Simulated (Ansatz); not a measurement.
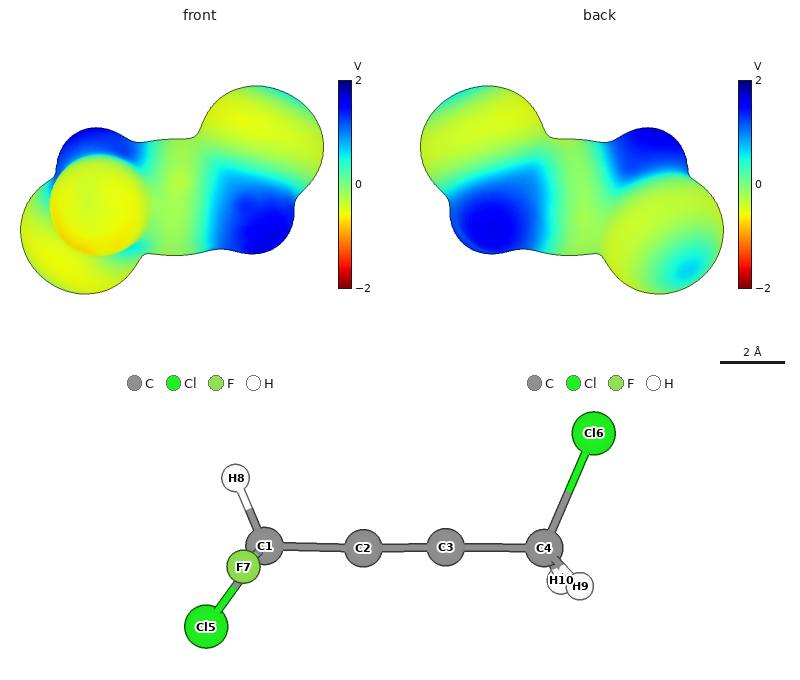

C$_{4}$H$_{3}$Cl$_{2}$F. The electrostatic potential painted on the density surface at 0.002 e/bohr³, seen from the front and from behind; the colour scale runs from red (negative) to blue (positive). The bare structure is drawn below in the same view.

Geometry: B3LYP/def2-SVP.

The calculation used isolated molecule in a Gaussian basis; Kohn-Sham density functional theory, functional PBE0 in Ansatz 0.2.0.

```xyz
10

C    -0.2193   -3.8550   -1.3268
C     0.2526   -2.4936   -1.1194
C     0.6258   -1.3488   -0.9849
C     1.0867    0.0138   -0.7970
Cl    0.9774   -5.0506   -0.6784
Cl    0.8094    1.0562   -2.2578
F    -1.4212   -4.0621   -0.7230
H    -0.3219   -4.0858   -2.3982
H     0.5602    0.4923    0.0415
H     2.1665    0.0372   -0.5895
```

Q: Where is the surface potential most negative and most positive?

A: The most negative region (about −0.7 V) lies over F7, the most positive (about +1.6 V) over H8, H9 and H10. Cl5 shows a σ-hole: about +0.6 V at the tip opposite its bond, against about −0.4 V on its flanks. Cl6 shows a σ-hole: about +0.6 V at the tip opposite its bond, against about −0.4 V on its flanks.

Q: How polar is the molecule by this calculation?

A: Its dipole moment is 1.28 D.
